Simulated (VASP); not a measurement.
Band structure of Fe (bcc). All values below come from optB86b-vdW, VASP's PBE PAW potentials (set 64) (plane waves; VASP).

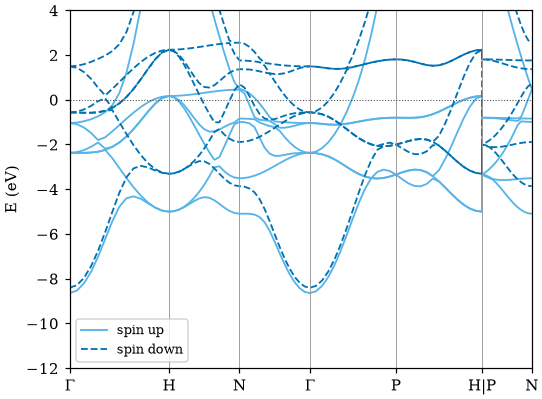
Fig. 1. Bands along high-symmetry lines, zero at the valence-band maximum or, without a gap, the Fermi level

**Question.** Read the plot: is there a gap, and where are the band edges?

**Answer.** It has no gap at this level: it comes out as a metal or semimetal. (Edges off the drawn lines would not show.)

The compound is Fe in the bcc structure. It was relaxed first, which changed the volume by -7 %.
